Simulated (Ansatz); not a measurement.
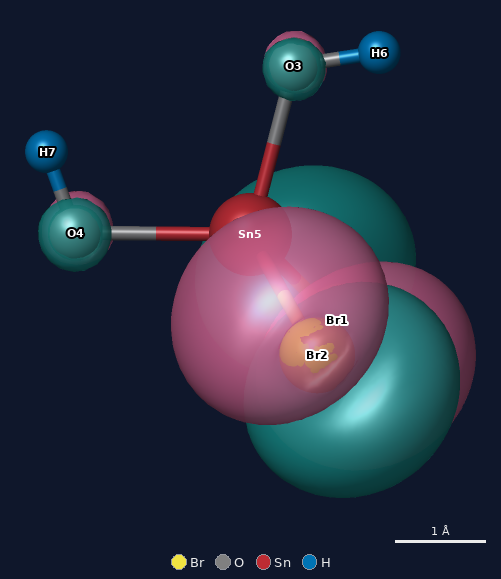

Br$_{2}$H$_{2}$O$_{2}$Sn (SMILES [OH][Sn]([OH])([Br])[Br]). One frontier orbital at ±0.08 Å⁻³ᐟ² (teal and pink are the two phases), seen across its widest extent.

Geometry: PBE0-D4/def2-SVP; core potentials replace the inner electrons of Sn.

Level of theory: Ansatz, isolated molecule in a Gaussian basis; Kohn-Sham density functional theory, functional PBE0.

| atom | x (Å) | y (Å) | z (Å) |
| --- | --- | --- | --- |
| Br | -1.3694 | -0.7931 | -2.1743 |
| Br | 0.6912 | 2.4136 | -0.9546 |
| O | -0.8786 | 0.0374 | 1.3728 |
| O | 1.6324 | -1.0073 | -0.1073 |
| Sn | 0.0425 | 0.1082 | -0.3625 |
| H | -1.7010 | 0.5428 | 1.3911 |
| H | 1.6441 | -1.3698 | 0.7893 |

Question: Which orbital is it: HOMO or LUMO?

Answer: The HOMO, at −8.84 eV. It lies mainly on Br1 (about 45 %) and Br2 (about 45 %); largely a combination of lone pairs on Br1 and Br2.
